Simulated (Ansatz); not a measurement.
The structure below was relaxed with PBE-D3(BJ) in Ansatz (plane waves to 420 eV, PAW, without spin-orbit coupling), earlier PAW set.

```yaml
crystal:
  lattice:
    - [4.03138, 0.00000, 0.00000]
    - [-2.01569, 3.49128, 0.00000]
    - [0.00000, 0.00000, 16.76280]
  atoms:
    - { symbol: In, position: [0.33333, 0.66667, 0.16668] }
    - { symbol: In, position: [0.66667, 0.33333, 0.66668] }
    - { symbol: In, position: [0.66667, 0.33333, 0.83332] }
    - { symbol: In, position: [0.33333, 0.66667, 0.33332] }
    - { symbol: Se, position: [0.33333, 0.66667, 0.58988] }
    - { symbol: Se, position: [0.66667, 0.33333, 0.08988] }
    - { symbol: Se, position: [0.66667, 0.33333, 0.41012] }
    - { symbol: Se, position: [0.33333, 0.66667, 0.91012] }
```

### Question
Find the space group and the Wyckoff positions.

### Answer
Space group P6₃/mmc (No. 194); a = b = 4.0314 Å, c = 16.7628 Å, α = β = 90.00°, γ = 120.00°

```tsv
atom	site	symmetry	x	y	z
In	4f	3m.	0.3333	0.6667	0.3333
Se	4f	3m.	0.6667	0.3333	0.0899
```

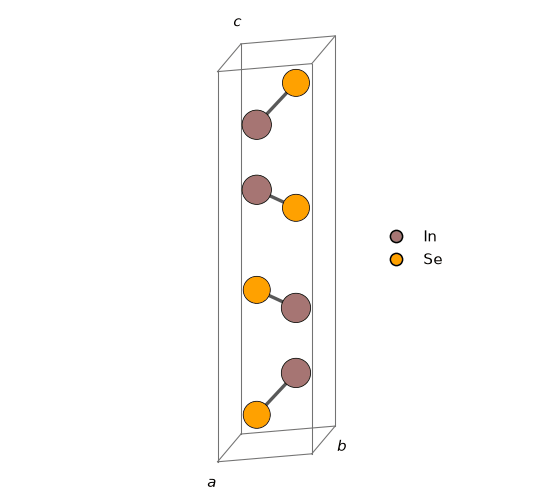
Fig. 1. The conventional cell

Whether these cells are dynamically stable was not tested. The cell was made from GaSe by this change: Ga → In.

Ansatz is a first-principles code.
